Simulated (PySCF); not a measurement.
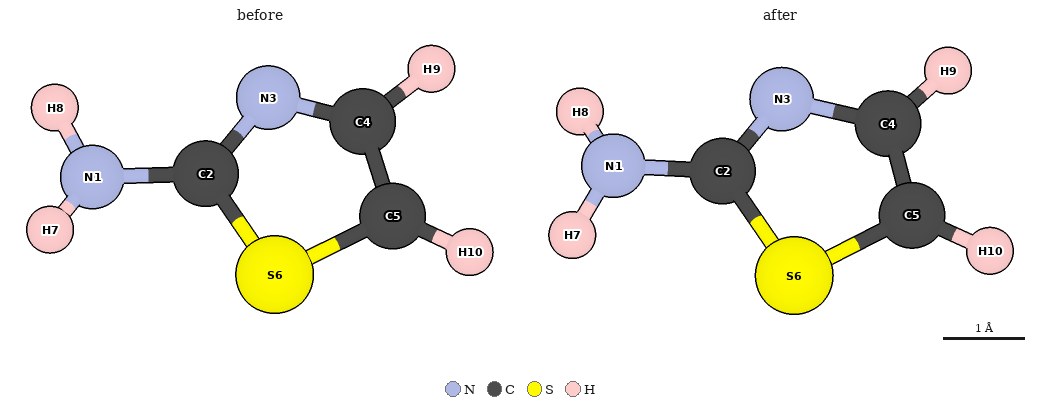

The structure of C3H4N2S before (left) and after (right) a relaxation, at one scale.

Style: ball-and-stick. Shown at a tilt.

The start comes from MMFF94s. Its atoms were then displaced at random by about 0.03 Å.

Method: PBE0-D3(BJ)/def2-SVP geometry optimisation, gas phase (PySCF). 

> Summarise the run.

The atom that moves furthest after the best rigid fit is N1 (0.20 Å). By element the largest moves are N 0.20 Å, H 0.18 Å, S 0.08 Å, C 0.07 Å. Some distances before and after: N3–C4 1.224 → 1.367 Å, C4–H9 1.173 → 1.092 Å, N1–H7 0.935 → 1.011 Å, N1–H8 1.087 → 1.013 Å. Bond angles that change, for instance: C2–N1–H7 125.6° → 118.1°, C5–C4–H9 117.9° → 124.1°, H7–N1–H8 120.2° → 115.3°. The energy falls by 27.7 kcal/mol in 23 geometry steps. Cost: 75 s on 1 thread of Arm Neoverse V2 (shared host).
